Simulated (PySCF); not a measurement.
```yaml
atoms:
  - { symbol: Si, position_ang: [-1.7029, -0.0137, -0.0010] }
  - { symbol: P, position_ang: [0.0850, 1.2828, -0.4968] }
  - { symbol: Si, position_ang: [1.6825, -0.2141, 0.0741] }
  - { symbol: H, position_ang: [-1.8373, -1.0241, -1.0924] }
  - { symbol: H, position_ang: [-2.9195, 0.8518, 0.0265] }
  - { symbol: H, position_ang: [-1.5783, -0.7280, 1.3067] }
  - { symbol: H, position_ang: [0.0954, 1.9571, 0.7634] }
  - { symbol: H, position_ang: [1.7697, -1.2143, -1.0311] }
  - { symbol: H, position_ang: [1.4029, -0.9316, 1.3565] }
  - { symbol: H, position_ang: [2.9828, 0.5107, 0.1916] }
```

Geometry: PBE0-D3(BJ)/def2-SVP.

Method: B3LYP/def2-SVPD, SCF density, gas phase (PySCF).

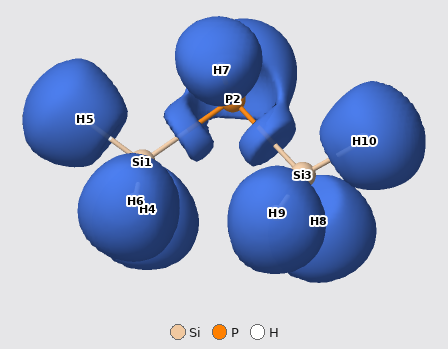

H$_{7}$PSi$_{2}$ ((SiH3)2PH). Isosurface of the ELF at 0.8 (blue), seen at a tilt. Core shells and regions of very low density are left out.

**Identify the bonds, lone pairs and shells in this picture.**

At this value the surface marks out seven regions around hydrogen nuclei and one region on P in which the atom's valence shell and bonds are merged. Profiles from the grid: Si–P (2.26 Å): the ELF peaks at about 0.95 between the atoms: a covalent bond. P–H (1.43 Å): the ELF climbs to about 1 towards the hydrogen, as it does in any bond to H.
